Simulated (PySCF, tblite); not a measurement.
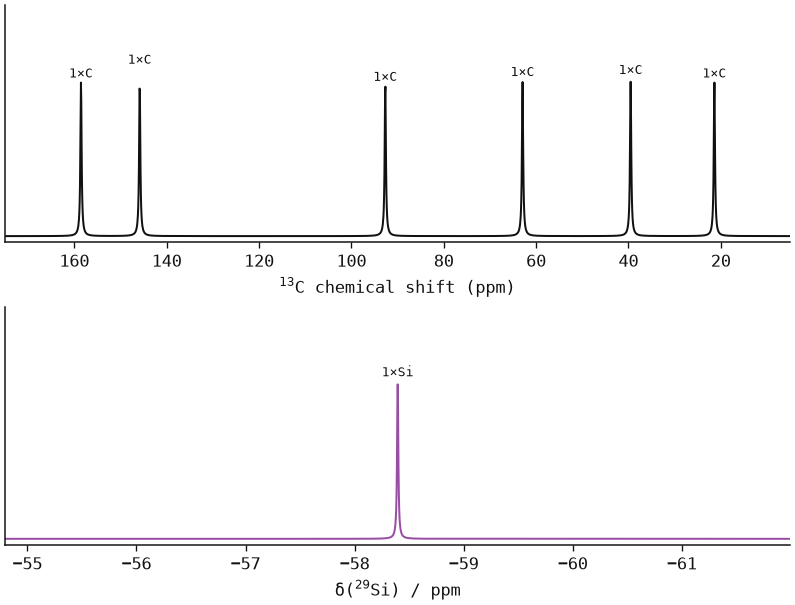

GIAO shifts, PBE0/pcSseg-1 with PySCF 2.14.0, at a GFN2-xTB geometry (a minimum by its frequencies), against TMS for ¹³C and TMS for ²⁹Si computed at the same level. Gas phase, fully decoupled, line heights follow the number of nuclei, widths are arbitrary (no quadrupolar broadening); values of one conformer, averaged over methyl-type rotors and exact or near symmetry; other conformers aren't averaged in.

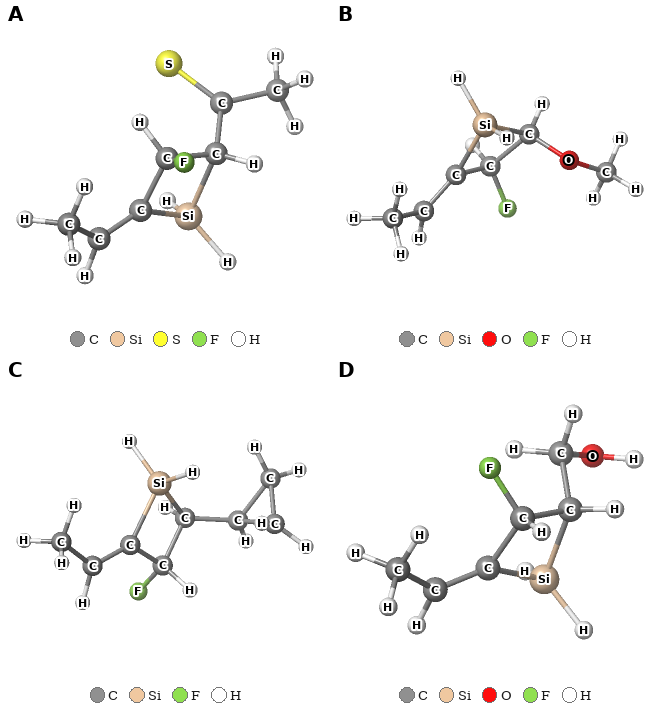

### Which molecule was computed? The candidates are drawn in the second picture.

Structure D, C₆H₁₁FOSi, SMILES C/C=C1/[SiH2][C@@H](CO)[C@H]1F. Its ¹³C signals: 158.6 (1 C), 145.9 (1 C), 92.7 (1 C), 62.9 (1 C), 39.5 (1 C), 21.4 (1 C) ppm. Its ²⁹Si signals: −58.4 (1 Si) ppm.

Known limits of this run: the tight-binding geometry is rougher than a DFT one and adds to the error.
